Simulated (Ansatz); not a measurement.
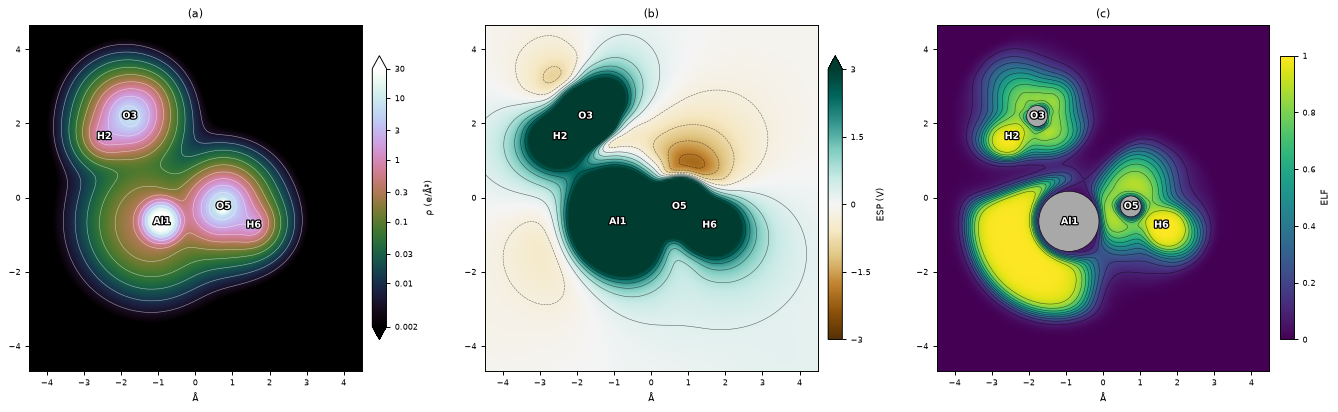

Figure 1: AlHO···H$_{2}$O. (a) electron density; (b) electrostatic potential; (c) ELF on the plane of atoms Al1, O5 and H6. Grey discs cover the atomic cores in the ELF map.

Not at a stationary point (largest force 0.8 eV/Å).

These are results of RKS B3LYP/def2-mTZVP (Ansatz), not measurements.

```yaml
atoms:
  - { symbol: Al, position_ang: [-0.8415, 0.5781, 0.4296] }
  - { symbol: H, position_ang: [1.7904, 0.2105, 1.1980] }
  - { symbol: O, position_ang: [2.0410, -0.1459, 0.3147] }
  - { symbol: H, position_ang: [2.0489, -1.1076, 0.4351] }
  - { symbol: O, position_ang: [-1.2748, -0.5573, -0.7802] }
  - { symbol: H, position_ang: [-2.0902, -0.7764, -1.2413] }
```

### Describe what can be read from this map.

Atoms in the plane: Al, H and O.
Al1···O3 (2.97 Å): the density falls to about 0.09 e/Å³ on the way; the ELF dips to about 0.10 between them.
Al–O (1.71 Å): the density is about 0.82 e/Å³ at the midpoint; the ELF peaks at about 0.85 in the valence shell of O, 0.6 Å from its nucleus, and is about 0.40 at the midpoint.
O–H (0.96 Å): the density is about 3.6 e/Å³ at the midpoint; the ELF climbs to about 1 towards the hydrogen, as it does in any bond to H: a covalent bond by its length.
The ELF also peaks beside O5, away from the bonds: lone-pair regions.
Outside the dense part of the complex the potential is most negative (−2.1 V) near O5.
